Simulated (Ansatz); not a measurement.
BaNaBiWO6 (F-43m), computed twice by G0W0.

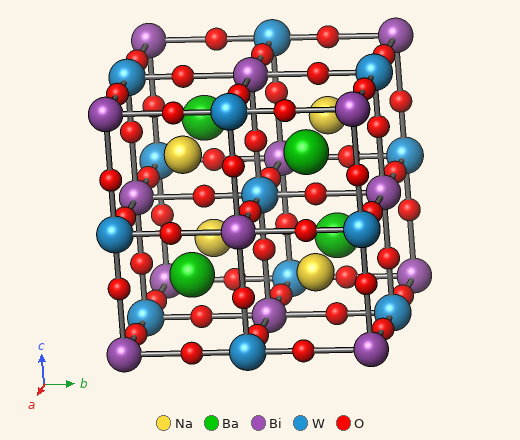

The structure (sodium yellow, barium green, bismuth purple, tungsten blue, oxygen red). Some periodic images of atoms are drawn too.

```yaml
crystal:
  lattice:
    - [0.00000, 4.28261, 4.28261]
    - [4.28261, 0.00000, 4.28261]
    - [4.28261, 4.28261, 0.00000]
  atoms:
    - { symbol: Na, position: [0.75000, 0.75000, 0.75000] }
    - { symbol: Ba, position: [0.25000, 0.25000, 0.25000] }
    - { symbol: Bi, position: [0.00000, 0.00000, 0.00000] }
    - { symbol: W, position: [0.50000, 0.50000, 0.50000] }
    - { symbol: O, position: [0.72618, 0.27382, 0.27382] }
    - { symbol: O, position: [0.27382, 0.72618, 0.72618] }
    - { symbol: O, position: [0.72618, 0.72618, 0.27382] }
    - { symbol: O, position: [0.27382, 0.27382, 0.72618] }
    - { symbol: O, position: [0.27382, 0.72618, 0.27382] }
    - { symbol: O, position: [0.72618, 0.27382, 0.72618] }
```

The cell is the Materials Project's (PBE, PBE+U or r2SCAN) relaxed one; the ions were relaxed with PBE or PBE+U in the database cell. Spin-orbit coupling is left out unless a run names it.

The first (Ansatz 0.2.0; start PBE with 5 % exact exchange, 2×2×2 mesh, 655 empty bands, screening to 150 eV, PAW set soft_1 files; 1 × NVIDIA H100 80GB HBM3 (shared by 6 runs) with 2 threads of AMD EPYC 7R13 (Zen 3), shared host) gave, on its mesh: starting gap 2.32 eV, G0W0 gap 2.93 eV, RPA ε∞ (mean) 6.53, 38 s.

The second changes start from PBE with 5 % exact exchange to PBE with 75 % exact exchange. What does it give?

It gave: starting gap 7.54 eV, G0W0 gap 4.59 eV, RPA ε∞ (mean) 2.82, 41 s. The G0W0 gap moves by +1.66 eV, +5.22 eV from the start and −3.56 eV from the correction. Σc changes by −1.17 eV at the valence top and +0.67 eV at the conduction bottom, and Σx − Vxc between them by −5.41 eV.

Limits: not at the basis limit; no spin-orbit coupling; coarse k mesh.

[Paths, hosts, dates, memory and timing lines, banners, echoed tables and standing remarks are left out of the program output.]

[Logs are printed without paths, hosts, clocks, repeated set-up lines and the standing remarks that a program may print on its own settings, such as how far it seeks lower states.]

[Runs of the session that timed out or met a known fault of the program may be left out.]

[Cells called generated may have been cut or substituted from an entry of the Crystallography Open Database or the Materials Project.]

[Hosts, paths, dates, database ids (printed as entryN), source tags and the programs' standing remarks are cut or masked in the printed files.]
